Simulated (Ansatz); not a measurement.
# Nudged elastic band, with input and output: CH₉BN₂Si (part 2 of 2)

Continued. System: CH₉BN₂Si, SMILES BN[SiH2]NC. Method: RKS PBE/cc-pVDZ (Ansatz 0.2.0). It belongs to a series of runs on one base structure; here: band between the two ends.

Geometry of the input (Å):
```
B  -0.6194  1.7101  1.7006
N  -1.1764  0.7527  0.8294
Si -0.6654  0.3795  -0.8542
N  0.1779  -1.1303  -1.1089
C  1.4807  -1.4424  -0.5304
H  0.2977  2.4041  1.3013
H  -1.0612  1.8280  2.8295
H  -1.9438  0.1809  1.2023
H  0.2455  1.5160  -1.2213
H  -1.9101  0.2745  -1.6980
H  -0.4014  -1.9579  -1.2774
H  2.0867  -0.5151  -0.4655
H  1.4349  -1.8765  0.4961
H  2.0416  -2.1530  -1.1748
```

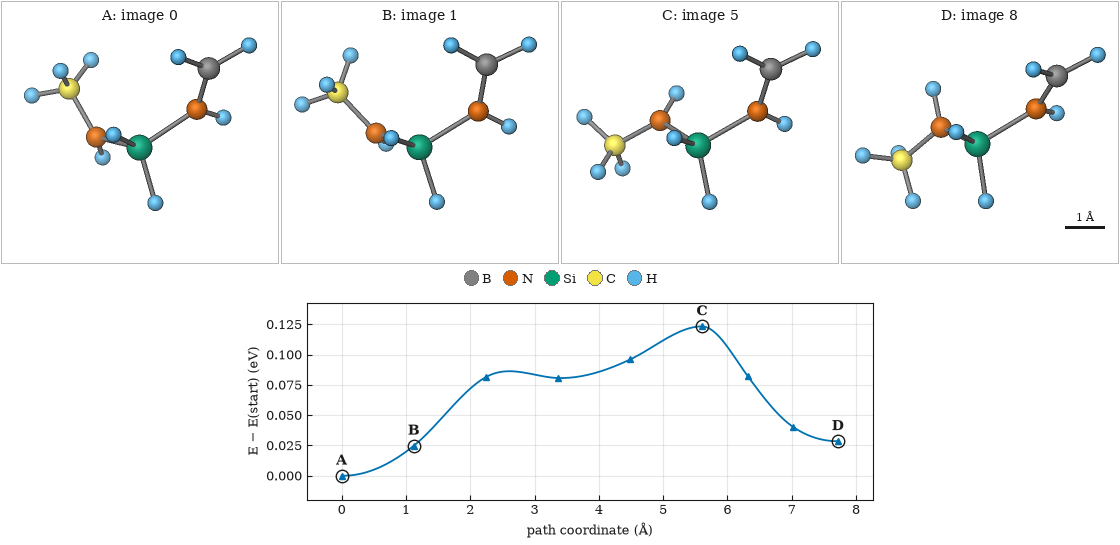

*Images of the last band (counted from 0; ball-and-stick, seen at a tilt) above the energy along the path; the line is a cubic interpolation that uses the forces.*

The highest image is number 5, 0.123 eV above the start and 0.095 eV above the end (the climbing image); the end lies 0.028 eV above the start. The path is 7.72 Å long. The band converged in 27 iterations.

```
Total energy: -12708.43242371 eV, -467.0262774865 hartree
Atom 0 at    -1.180710     1.784302     1.792240 Å, force     0.000013     0.000859     0.000432 eV/Å
Atom 1 at    -1.370374     0.866311     0.739046 Å, force    -0.001992    -0.000510    -0.000221 eV/Å
Atom 2 at    -0.227616     0.512752    -0.587232 Å, force    -0.000101     0.000844     0.000990 eV/Å
Atom 3 at     0.673299    -0.921439    -0.148726 Å, force     0.000305     0.004453     0.000270 eV/Å
Atom 4 at     1.452671    -1.737308    -1.067004 Å, force     0.001292    -0.002173    -0.002479 eV/Å
Atom 5 at    -0.151914     2.432631     1.825157 Å, force     0.000695     0.000148     0.000027 eV/Å
Atom 6 at    -2.043134     1.908287     2.642582 Å, force    -0.000037     0.000434    -0.000117 eV/Å
Atom 7 at    -2.250806     0.339402     0.727020 Å, force     0.000303    -0.000952    -0.000101 eV/Å
Atom 8 at     0.655362     1.723072    -0.756056 Å, force    -0.000343    -0.000439     0.000116 eV/Å
Atom 9 at    -1.028776     0.306574    -1.858644 Å, force     0.000265     0.000037    -0.000203 eV/Å
Atom 10 at     0.405449    -1.385874     0.721698 Å, force     0.000049    -0.002247     0.001685 eV/Å
Atom 11 at     1.761580    -1.128739    -1.942205 Å, force     0.000974    -0.000565    -0.000860 eV/Å
Atom 12 at     2.388874    -2.105992    -0.593173 Å, force    -0.000619     0.000501     0.001047 eV/Å
Atom 13 at     0.903193    -2.623277    -1.466101 Å, force    -0.000804    -0.000390    -0.000587 eV/Å
Dipole moment:    -0.040004    -0.482471    -0.168937 e Å
this run last wrote the band of iteration 27 to [file]; this run last wrote the band within `neb.f_tol` of iteration 26 to [file]
```

**The last band as extended XYZ (Å, eV, eV/Å)**
```
14
Properties=species:S:1:pos:R:3:forces:R:3 image=0 energy=-12708.55566
B    -0.6194    1.7101    1.7006   -0.0005   0.0033   0.0005
N    -1.1764    0.7527    0.8294   -0.0039  -0.0078   0.0051
Si   -0.6654    0.3795   -0.8542    0.0015   0.0018  -0.0049
N     0.1779   -1.1303   -1.1089   -0.0034   0.0001  -0.0030
C     1.4807   -1.4424   -0.5304    0.0036  -0.0021   0.0004
H     0.2977    2.4041    1.3013    0.0008   0.0000   0.0002
H    -1.0612    1.8280    2.8295    0.0020  -0.0003   0.0003
H    -1.9438    0.1809    1.2023   -0.0010   0.0048  -0.0006
H     0.2455    1.5160   -1.2213   -0.0013  -0.0007   0.0003
H    -1.9101    0.2745   -1.6980    0.0008   0.0006  -0.0005
H    -0.4014   -1.9579   -1.2774    0.0011  -0.0010   0.0013
H     2.0867   -0.5151   -0.4655    0.0004   0.0020   0.0004
H     1.4349   -1.8765    0.4961   -0.0005  -0.0003   0.0013
H     2.0416   -2.1530   -1.1748    0.0005  -0.0002  -0.0008
14
Properties=species:S:1:pos:R:3:forces:R:3 image=1 energy=-12708.53090
B    -0.6509    1.6186    1.7642    0.0055   0.0021   0.0022
N    -1.3198    0.8775    0.7705    0.0038  -0.0038   0.0004
Si   -0.6755    0.3450   -0.8251   -0.0006   0.0062  -0.0031
N     0.1608   -1.1840   -0.9299   -0.0087  -0.0099  -0.0171
C     1.5703   -1.3980   -0.6222   -0.0011   0.0101   0.0077
H     0.4973    1.9710    1.5606    0.0016   0.0057  -0.0127
H    -1.2246    1.8960    2.8023    0.0110  -0.0049   0.0014
H    -2.2868    0.5970    0.9718    0.0071  -0.0099   0.0086
H     0.3108    1.3926   -1.2559   -0.0055   0.0028  -0.0016
H    -1.8998    0.2263   -1.6970   -0.0048  -0.0006   0.0008
H    -0.4037   -2.0348   -0.8480   -0.0024  -0.0029  -0.0224
H     2.1299   -0.4558   -0.7930    0.0023  -0.0002   0.0122
H     1.7699   -1.7159    0.4278   -0.0164   0.0054   0.0111
H     2.0092   -2.1649   -1.2973    0.0082   0.0000   0.0127
14
Properties=species:S:1:pos:R:3:forces:R:3 image=2 energy=-12708.47418
B    -0.7827    1.6105    1.7977   -0.0039   0.0252  -0.0031
N    -1.4123    0.9765    0.7091    0.0122  -0.0122  -0.0252
Si   -0.6237    0.3314   -0.7732   -0.0107   0.0077  -0.0010
N     0.2124   -1.1806   -0.5625   -0.0009  -0.0148  -0.0056
C     1.6339   -1.4370   -0.7444   -0.0051   0.0157   0.0032
H     0.4249    1.7657    1.7657    0.0110  -0.0208   0.0055
H    -1.4476    2.0016    2.7405    0.0081  -0.0035  -0.0027
H    -2.4336    0.8808    0.7406   -0.0032   0.0000   0.0189
H     0.4196    1.2991   -1.2583   -0.0034  -0.0009  -0.0025
H    -1.7877    0.2059   -1.7315   -0.0064  -0.0007   0.0049
H    -0.3169   -1.9980   -0.2498   -0.0099  -0.0062  -0.0155
H     2.1415   -0.5013   -1.0528    0.0049   0.0016   0.0066
H     2.1313   -1.7912    0.1871   -0.0054   0.0096   0.0103
H     1.8280   -2.1926   -1.5397    0.0127  -0.0009   0.0062
14
Properties=species:S:1:pos:R:3:forces:R:3 image=3 energy=-12708.47501
B    -0.9325    1.5945    1.8049   -0.0242   0.0162   0.0062
N    -1.4623    1.0076    0.6375    0.0300  -0.0034  -0.0159
Si   -0.5144    0.3627   -0.7365   -0.0020  -0.0073   0.0047
N     0.4123   -1.0147   -0.1855   -0.0060   0.0014  -0.0093
C     1.6255   -1.4984   -0.8351   -0.0019   0.0039   0.0030
H     0.2750    1.6911    1.9160    0.0024  -0.0169   0.0063
H    -1.6867    2.0019    2.6700    0.0009   0.0015  -0.0023
H    -2.4821    0.9682    0.5372   -0.0051   0.0008   0.0101
H     0.5010    1.3489   -1.2515   -0.0002   0.0008  -0.0030
H    -1.5692    0.1122   -1.8003    0.0012  -0.0001  -0.0005
H    -0.1102   -1.7536    0.2956    0.0041   0.0049   0.0014
H     2.1901   -0.6369   -1.2478   -0.0033  -0.0025  -0.0040
H     2.2906   -2.0012   -0.1005    0.0065   0.0010  -0.0013
H     1.4500   -2.2117   -1.6755   -0.0022  -0.0004   0.0046
14
Properties=species:S:1:pos:R:3:forces:R:3 image=5 energy=-12708.43238
B    -1.1807    1.7843    1.7922    0.0000   0.0009   0.0004
N    -1.3704    0.8663    0.7390   -0.0020  -0.0005  -0.0002
Si   -0.2276    0.5128   -0.5872   -0.0001   0.0008   0.0010
N     0.6733   -0.9214   -0.1487    0.0003   0.0045   0.0003
C     1.4527   -1.7373   -1.0670    0.0013  -0.0022  -0.0025
H    -0.1519    2.4326    1.8252    0.0007   0.0001   0.0000
H    -2.0431    1.9083    2.6426    0.0000   0.0004  -0.0001
H    -2.2508    0.3394    0.7270    0.0003  -0.0010  -0.0001
H     0.6554    1.7231   -0.7561   -0.0003  -0.0004   0.0001
H    -1.0288    0.3066   -1.8586    0.0003   0.0000  -0.0002
H     0.4054   -1.3859    0.7217    0.0000  -0.0022   0.0017
H     1.7616   -1.1287   -1.9422    0.0010  -0.0006  -0.0009
H     2.3889   -2.1060   -0.5932   -0.0006   0.0005   0.0010
H     0.9032   -2.6233   -1.4661   -0.0008  -0.0004  -0.0006
14
Properties=species:S:1:pos:R:3:forces:R:3 image=6 energy=-12708.47327
B    -1.1474    1.8321    1.8055   -0.0035  -0.0002  -0.0008
N    -1.3382    0.8545    0.8079   -0.0038   0.0014   0.0008
Si   -0.2414    0.4998   -0.5561    0.0061   0.0039   0.0033
N     0.5169   -1.0397   -0.2149   -0.0185  -0.0153  -0.0097
C     1.3619   -1.7775   -1.1468   -0.0062  -0.0071  -0.0030
H    -0.1651    2.5475    1.7446   -0.0064   0.0050   0.0012
H    -1.9584    1.9367    2.7072   -0.0077   0.0003  -0.0028
H    -2.1675    0.2550    0.8883    0.0034  -0.0034  -0.0021
H     0.6511    1.7146   -0.6709    0.0144   0.0001   0.0229
H    -1.0177    0.3282   -1.8418    0.0186   0.0147  -0.0064
H     0.7060   -1.2437    0.7700    0.0210   0.0112   0.0051
H     1.3399   -1.2979   -2.1471   -0.0332  -0.0162  -0.0114
H     2.4295   -1.8112   -0.8332    0.0011   0.0249  -0.0136
H     1.0173   -2.8277   -1.2841    0.0146  -0.0194   0.0164
14
Properties=species:S:1:pos:R:3:forces:R:3 image=7 energy=-12708.51513
B    -1.1420    1.9003    1.8017   -0.0037   0.0006   0.0003
N    -1.2806    0.8507    0.8707    0.0010   0.0009  -0.0004
Si   -0.2074    0.4935   -0.5112    0.0050   0.0031   0.0018
N     0.5386   -1.0622   -0.1941   -0.0011  -0.0021   0.0020
C     1.2762   -1.8212   -1.1998   -0.0021  -0.0028  -0.0031
H    -0.2229    2.6862    1.6688   -0.0055   0.0037   0.0022
H    -1.9354    1.9956    2.7200   -0.0072  -0.0001  -0.0029
H    -2.0549    0.1925    1.0159    0.0027  -0.0020  -0.0019
H     0.6803    1.7122   -0.6222    0.0085   0.0007   0.0104
H    -0.9847    0.3078   -1.7931    0.0106   0.0055  -0.0014
H     0.9192   -1.1784    0.7512    0.0069   0.0002  -0.0006
H     0.8822   -1.5816   -2.2090   -0.0190  -0.0129  -0.0011
H     2.3707   -1.6085   -1.2172   -0.0033   0.0087  -0.0157
H     1.1479   -2.9162   -1.0532    0.0071  -0.0035   0.0103
14
Properties=species:S:1:pos:R:3:forces:R:3 image=8 energy=-12708.52718
B    -1.1990    1.9800    1.7680    0.0030   0.0044   0.0057
N    -1.1900    0.8392    0.9402   -0.0076  -0.0090  -0.0014
Si   -0.1298    0.5096   -0.4598   -0.0014   0.0007  -0.0025
N     0.6693   -1.0238   -0.1725    0.0000  -0.0022   0.0010
C     1.1794   -1.8903   -1.2309    0.0044  -0.0008  -0.0004
H    -0.4059    2.8761    1.5482   -0.0042  -0.0036   0.0001
H    -1.9946    2.0437    2.6877    0.0018   0.0014  -0.0030
H    -1.8630    0.0950    1.1602    0.0073   0.0087  -0.0030
H     0.7164    1.7562   -0.5785   -0.0007  -0.0015   0.0019
H    -0.9179    0.2878   -1.7290   -0.0005   0.0015   0.0004
H     1.2153   -1.0898    0.6931    0.0009  -0.0016  -0.0013
H     0.5353   -1.7927   -2.1290    0.0000  -0.0007   0.0027
H     2.2246   -1.6630   -1.5485   -0.0044   0.0002   0.0005
H     1.1472   -2.9575   -0.9208    0.0012   0.0027  -0.0009
```

**Results in brief**

- outcome: converged
- barrier, forward: 0.123 eV
- barrier, backward: 0.095 eV
- hardware: 2 threads of Arm Neoverse V1, 24 GiB of memory available, shared host
- wall time: 8.2 min (CPU time 16 min)
- peak memory: 0.17 GiB

The order of the saddle point was not checked.
